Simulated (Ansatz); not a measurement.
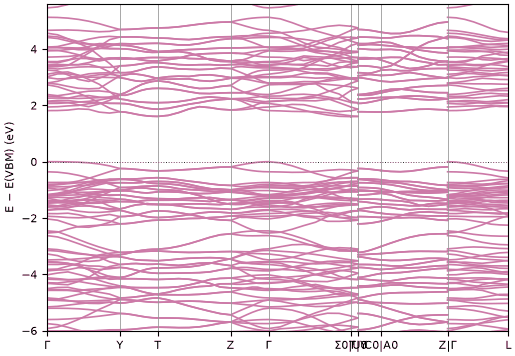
Band structure from LDA (plane waves, PAW; program Ansatz)

Question: Read off the gap and where the band edges lie.

Answer: About 1.6 eV (1.60 eV by a search for the band edges); maximum at Γ, minimum at Σ0.

The material is S (α-S8, Fddd).

Symmetry was held in the LDA relaxation. A crystal of weakly bound molecules computed without a dispersion correction: the cell and the soft elastic constants depend strongly on that.

Potentials: the earlier of the program's two PAW sets. The files were generated under PBE; for other functionals the program regenerates the frozen cores, and for LDA and PBEsol the local potential too.
